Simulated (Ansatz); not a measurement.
# A family of molecules: the atomisation energy (no zero-point term)

All atoms of one element are swapped for its congeners: Al(OH)3; Al(SH)3; Al(SeH)3. All are singlets with charge 0.

Shapes, held fixed at every level: PBE0-D4/def2-TZVP. Programs: Ansatz 0.2.0. Values in eV.

| level | Al(OH)3 | Al(SH)3 | Al(SeH)3 |
| --- | --- | --- | --- |
| BHLYP-D4/def2-TZVPP | 27.36 | 21.16 | 18.99 |
| PBE0-D4/def2-TZVPP | 28.26 | 21.82 | 19.56 |
| wB97M-V/def2-TZVPP | 28.90 | 22.15 | 19.44 |
| wB97X-V/def2-TZVPP | 28.78 | 22.14 | 19.78 |
| B2PLYP/def2-TZVPP | 28.58 | 21.38 | 19.19 |
| CCSD(T)/def2-TZVPP | 28.18 | 21.20 | 19.19 |

At CCSD(T)/def2-TZVPP the atomisation energy falls at every step, from 28.18 to 19.19 eV. Every level shows the same order. Relativity is left out for Se unless named. Correlated rows may include outer-core shells of Se, which these sets cover unevenly. Spin-orbit coupling, which grows down the group, is left out (summed over each molecule's free atoms 0.04, 0.08, 0.36 eV).

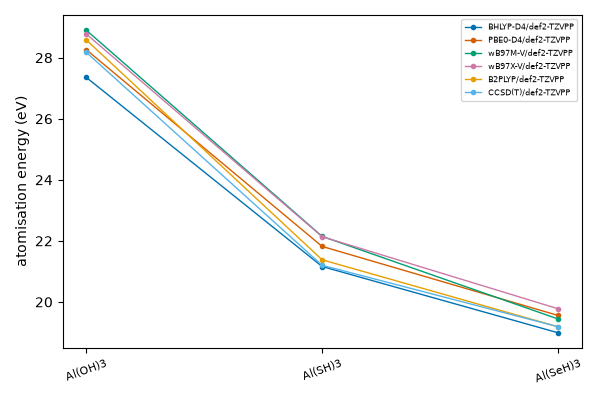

The trend along the series, level by level.
